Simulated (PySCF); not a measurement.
C4H13OPSi2

```xyz
21

C     2.7696    0.5265    0.2334
C     1.4138    0.2008   -0.3829
C     0.2574    0.8121    0.4237
Si   -1.3340   -0.1377   -0.0797
C    -2.5316   -0.4904    1.3554
P    -2.4509    0.6099   -1.8815
O    -0.6235   -1.5540   -0.5359
Si    1.0068   -1.6571   -0.5930
H     3.5718    0.1146   -0.3753
H     2.8502    0.1028    1.2324
H     2.9149    1.6042    0.3078
H     1.3886    0.6509   -1.3836
H     0.2064    1.8912    0.2712
H     0.4467    0.6536    1.4877
H    -3.5551   -0.3166    1.0401
H    -2.4503   -1.5230    1.6757
H    -2.3362    0.1464    2.2114
H    -2.9422    1.7278   -1.2283
H    -1.3877    1.3211   -2.4153
H     1.4304   -2.4743    0.5399
H     1.3460   -2.1919   -1.9037
```

Geometry: GFN2-xTB.

Computed with PBE0/pcSseg-1, SCF density, gas phase, non-relativistic (PySCF 2.14.0).

### Predict the electron density and electron localisation function between the atoms.

Si–O (1.63 Å): the density is about 1.1 e/Å³ at the midpoint; the ELF peaks at about 0.85 between the atoms, as expected for a shared but strongly polarised pair.
C–Si (1.92 Å): ρ is about 0.91 e/Å³ halfway; the ELF peaks at about 0.95 between the atoms, as expected for a shared electron pair.
C–H (1.09 Å): ρ is about 2 e/Å³ halfway; the ELF climbs to about 1 towards the hydrogen, as it does in any bond to H; a covalent bond by its length.

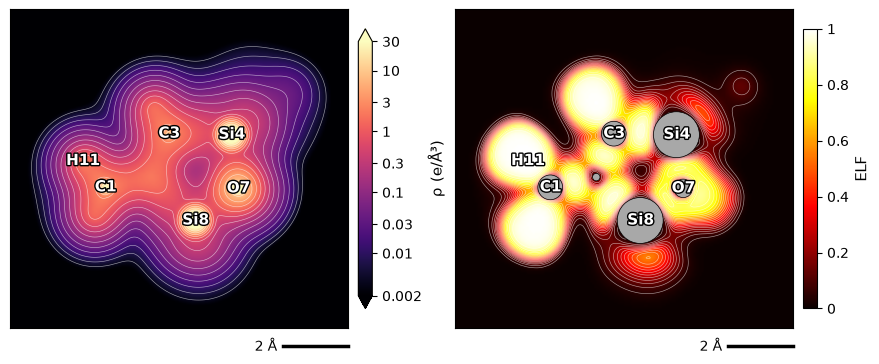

Computed electron density and electron localisation function on the plane of atoms Si4, O7 and Si8, in this order. Grey discs cover the atomic cores in the ELF map. 
